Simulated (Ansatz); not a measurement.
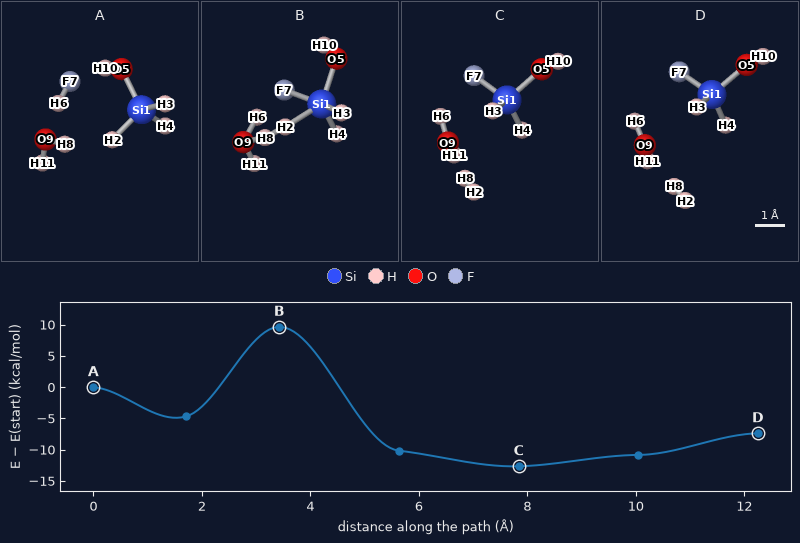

A nudged-elastic-band calculation for SiH₇O₂F. Images are numbered from 0 (start) to 6 (end). Frames A to D are images 0, 2, 4, 6. The picture is a ball-and-stick view, seen at a tilt.

Computed with RKS SPW92 (LDA)/def2-SVP (Ansatz 0.2.0).

Input file:
```yaml
crystal:
  periodic: [false, false, false]
  atoms:
    - {symbol: Si, position_ang: [-0.714117, 0.486284, -1.455559]}
    - {symbol: H, position_ang: [0.042820, -0.807092, -1.303744]}
    - {symbol: H, position_ang: [-0.660954, 0.859707, -2.886509]}
    - {symbol: H, position_ang: [-2.113416, 0.188632, -1.047323]}
    - {symbol: O, position_ang: [-0.025776, 1.687440, -0.598180]}
    - {symbol: H, position_ang: [0.571934, 0.005069, 1.815271]}
    - {symbol: F, position_ang: [0.205346, 0.866366, 2.023510]}
    - {symbol: H, position_ang: [0.879013, -1.363882, 0.276446]}
    - {symbol: O, position_ang: [1.085349, -1.355670, 1.221308]}
    - {symbol: H, position_ang: [0.016281, 1.594853, 0.366082]}
    - {symbol: H, position_ang: [0.713420, -2.161609, 1.588897]}
basis:
  gaussian: {orbitals: def2-SVP}
hamiltonian: {xc: lda}
neb:
  images: 5
  climbing: true
  max_iterations: 60
  initial_path: idpp
  final_atoms:
    - {symbol: Si, position_ang: [-0.297006, 1.121515, -0.170541]}
    - {symbol: H, position_ang: [0.640867, -2.602223, -1.925900]}
    - {symbol: H, position_ang: [0.820143, 0.585231, -0.959780]}
    - {symbol: H, position_ang: [-1.478825, 0.241540, -0.036503]}
    - {symbol: O, position_ang: [-0.712475, 2.527266, -0.894266]}
    - {symbol: H, position_ang: [0.923854, -0.725792, 1.813293]}
    - {symbol: F, position_ang: [0.213622, 1.435614, 1.321622]}
    - {symbol: H, position_ang: [0.777220, -2.290914, -1.259920]}
    - {symbol: O, position_ang: [0.660903, -1.376074, 1.155603]}
    - {symbol: H, position_ang: [-1.512626, 2.973192, -0.614838]}
    - {symbol: H, position_ang: [-0.035778, -1.889253, 1.571430]}
```

Launched with:
```bash
ansatz run in.yaml --threads 4 --pin off --events-out ev --progress --plain --max-ram 9574MiB
```

Q: Describe the mechanism and the energy profile.

A: Relative to the start the highest point is image 2 at +9.7 kcal/mol and the end lies at −7.4 kcal/mol, but the profile dips to −12.6 kcal/mol at image 4 on the way, so an end point isn't at the bottom of its valley along this path. Breaking: H6–F7 (0.96 → 1.35 at the top → 2.33 Å), H8–O9 (0.97 → 1.22 at the top → 2.59 Å), Si1–H2 (1.51 → 1.69 at the top → 4.22 Å). Forming: H2–H8 (1.87 → 1.04 at the top → 0.75 Å), H6–O9 (1.57 → 1.06 at the top → 0.96 Å), Si1–F7 (3.62 → 1.83 at the top → 1.61 Å). The band converged in 40 iterations. The largest component of the band force went from 4 to 0.044 eV/Å. The climbing image converged on the top of the path. Its curvatures weren't checked. The largest force component is 1.20 eV/Å at the start and 1.21 eV/Å at the end; an end with forces this large is no minimum, and the barrier measured from it can be far off.
